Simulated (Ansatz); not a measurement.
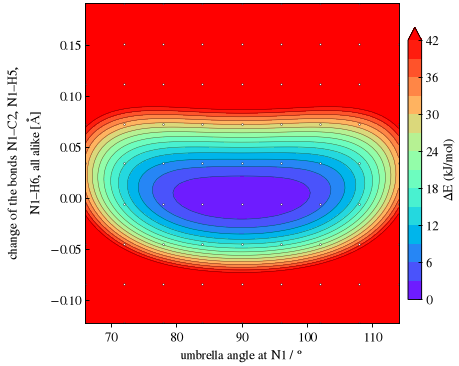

CH₅NOSi, SMILES NC(=O)[SiH3]. 
- First axis: umbrella angle at N1 (between each of its bonds and their common axis; 90 is planar). Second axis: change of the bonds N1–C2, N1–H5, N1–H6, all alike.
- Nothing is relaxed (all other coordinates rigid).
- Grid: 9 × 9 points.
- Points are written as (first, second).
- Energies: kJ/mol, counted from the relaxed molecule at the same level.
- Computed with RKS PBE0-D4/def2-TZVP (Ansatz 0.2.0).

The picture shows filled contours, dots at the grid points, one colour for all values above the top of the scale. Between grid points the surface is interpolated.

Q: Estimate the position of the minimum and the force constants in these coordinates.

A: The interpolated minimum is at the first coordinate ≈ 90.0°, the second coordinate ≈ 0.000 Å. The curvatures there are about 1.3 eV/rad² and 139 eV/Å², with a cross term of about 0 eV/(rad·Å). Round the minimum the two coordinates are nearly uncoupled. (1 eV is 96.5 kJ/mol.)
